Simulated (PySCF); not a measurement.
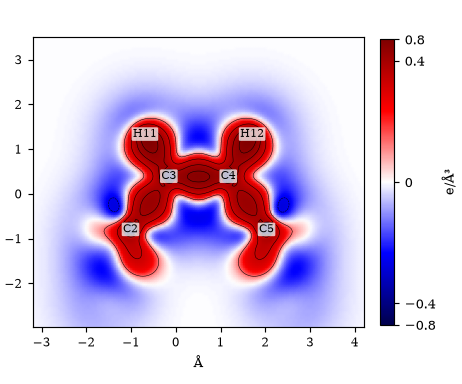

C8H8, SMILES `C1=CC=CC=CC=C1`. Deformation density (molecule less spherical, spin-averaged free atoms) in the plane of C2, C3, C4, C5, H11 and H12; colour scale in e/Å³, logarithmic beyond ±0.1; red: gain, blue: loss.

Method: LDA (SVWN)/def2-SVPD; geometry: GFN2-xTB; program: PySCF. No frequency check shows the geometry to be a minimum.

The calculation's input:

```python
import numpy as np
from pyscf import gto, scf, dft
from pyscf.scf import atom_ks, atom_hf
from scipy.linalg import block_diag

def solve(mol, dm0=None, hcore=None):
    mf = (dft.UKS if mol.spin else dft.RKS)(mol, xc='svwn')
    mf.grids.level = 3
    mf = mf.density_fit(auxbasis='def2-universal-jkfit')
    mf.conv_tol, mf.max_cycle = 1e-8, 80
    if hcore is not None:
        mf.get_hcore = lambda *args: hcore
    mf.kernel(dm0)
    if not mf.converged:
        mf = mf.newton().run(mf.mo_coeff, mf.mo_occ, max_cycle=30)
    assert mf.converged, 'SCF not converged'
    return mf

mol = gto.M(atom='''
C      1.59153     0.46764    -0.41319
C      1.42496    -0.84919    -0.41262
C      0.46734    -1.59180     0.41207
C     -0.84941    -1.42450     0.41348
C     -1.59149    -0.46704    -0.41245
C     -1.42506     0.84864    -0.41302
C     -0.46785     1.59187     0.41216
C      0.84999     1.42459     0.41382
H      2.37995     0.90663    -1.01495
H      2.07917    -1.47119    -1.01390
H      0.90674    -2.38094     1.01256
H     -1.47091    -2.07885     1.01512
H     -2.38029    -0.90565    -1.01396
H     -2.07987     1.46933    -1.01500
H     -0.90678     2.38089     1.01316
H      1.47189     2.07856     1.01545
''', basis='def2-svpd', charge=0, spin=0, verbose=4)
mf = solve(mol)
mf.analyze()
# spherically averaged free atoms, for the promolecule
atm = atom_ks.get_atm_nrks(mol, xc='svwn')
pro = block_diag(*[(atm[a[0]][2] * atm[a[0]][3]) @ atm[a[0]][2].T for a in mol._atom])
np.savez('result.npz', e=mf.e_tot, c=mf.mo_coeff, occ=mf.mo_occ, eps=mf.mo_energy, pro=pro, dip=mf.dip_moment(verbose=0), s2=mf.spin_square()[0])
```

Command:

```sh
OMP_NUM_THREADS=1 python input.py
```

The run took 45 s on 1 thread of Arm Neoverse V1, on a shared host, peak memory 0.38 GiB.

Partitions, critical points and surface values were worked out afterwards from this run's density.

Describe the bonding that the map shows.

Answer. C3–H11 and C4–H12: +0.68 e/Å³ at the bond critical point (bond length 1.08 Å). C3–C4: +0.67 e/Å³ at the bond critical point (bond length 1.33 Å). C2–C3 and C4–C5: +0.49 e/Å³ at the bond critical point (bond length 1.47 Å). In all, 3.5 electrons gather in the regions of gain relative to the promolecule.

Where do the Hirshfeld charges lie?

Answer. The highest Hirshfeld charge is on H9, H10, H11, H12, H13, H14, H15 and H16 (+0.05 e), the lowest on C1, C2, C3, C4, C5, C6, C7 and C8 (−0.05 e).
